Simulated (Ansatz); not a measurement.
**C2H6In (SMILES C[In]C): methods side by side**

C2H6In has 9 atoms, charge 0, and is taken as a doublet. SMILES: `C[In]C`. The shape was relaxed beforehand at wB97X-V/def2-SVP.

```xyz
9

C     0.4570    1.8147    0.1786
In    0.2802    0.0508   -1.1241
C    -0.4489   -1.8132   -0.2111
H    -0.5321    2.0430    0.6118
H     0.8261    2.7011   -0.3579
H     1.1486    1.5826    1.0069
H    -1.4528   -1.6378    0.2128
H    -0.5045   -2.6430   -0.9310
H     0.2264   -2.0983    0.6140
```

Quantity: the adiabatic ionisation energy (to the singlet cation, shapes relaxed at wB97X-V/def2-SVP, no zero-point term), in eV. The values are calculated.

```
                               level                    kind  program  value (eV)  less CCSD(T)/def2-TZVP  CPU time (all runs)
      UHF/def2-TZVP (core potential)            Hartree–Fock   Ansatz        5.35                   -0.35                3.7 s
   USVWN5/def2-TZVP (core potential)                     LDA   Ansatz        5.74                   +0.04                2.9 s
 U-r2SCAN/def2-TZVP (core potential)                meta-GGA   Ansatz        5.81                   +0.11                 12 s
 UPBE0-D4/def2-TZVP (core potential)           global hybrid   Ansatz        5.75                   +0.05                6.8 s
U-wB97M-V/def2-TZVP (core potential)  range-separated hybrid   Ansatz        5.74                   +0.04                 23 s
  UB2PLYP/def2-TZVP (core potential)           double hybrid   Ansatz        5.71                   +0.01                 12 s
  RPA@PBE/def2-TZVP (core potential)                     RPA   Ansatz        6.00                   +0.30                 16 s
     UMP2/def2-TZVP (core potential)     perturbation theory   Ansatz        5.59                   -0.11                  7 s
 UCCSD(T)/def2-TZVP (core potential)   coupled cluster or CI   Ansatz        5.70                    0.00              2.5 min
```

Differences are taken from UCCSD(T)/def2-TZVP (core potential) for orientation; it has basis-set and higher-order errors of its own. Spin-orbit coupling, which can split open shells on such heavy atoms by tenths of an eV, is left out. The values span 5.35 to 6.00 eV. In the correlated wave-function rows the outer d shell of In is correlated, in sets not made for it. Times are those of the runs behind each value, whatever else they computed, on shared processors of several kinds: orders of magnitude only.

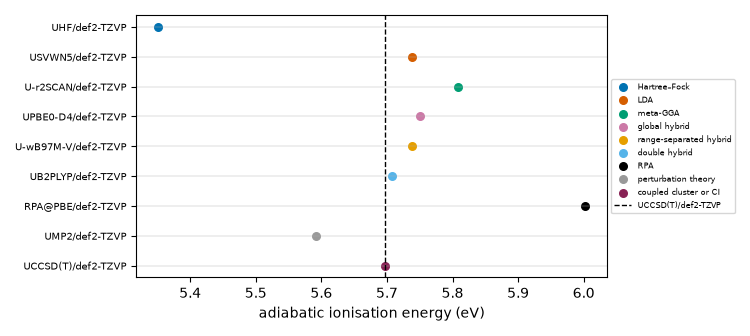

The values of the table, level by level.
